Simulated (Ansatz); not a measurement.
**A computed series for WSi2: response to strain**

The reference is WSi2 (space group I4/mmm, No. 139; a = 3.185 Å, c = 7.773 Å; relaxed with 0.1 eV smearing). Axes: x, y, z lie along a, b, c of the conventional cell.

Strains are applied to the cell and any free atomic positions relax.

All numbers come from LDA (Ansatz, a quantum-chemistry and plane-wave program), no spin-orbit coupling.

Notes on the quantities. energy relative to the base: free energy F.

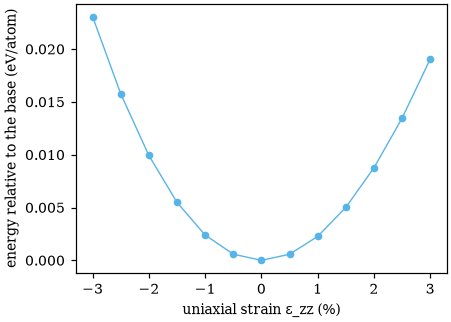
Energy relative to the base against uniaxial strain ε_zz

```csv
uniaxial strain ε_zz (%),energy relative to the base
-3,+23 meV/atom
-2.5,+16 meV/atom
-2,+9.9 meV/atom
-1.5,+5.5 meV/atom
-1,+2.4 meV/atom
-0.5,+0.6 meV/atom
0.5,+0.6 meV/atom
1,+2.3 meV/atom
1.5,+5.0 meV/atom
2,+8.8 meV/atom
2.5,+13 meV/atom
3,+19 meV/atom
```

No phonon test of stability was made. The final runs are not spin-polarised.
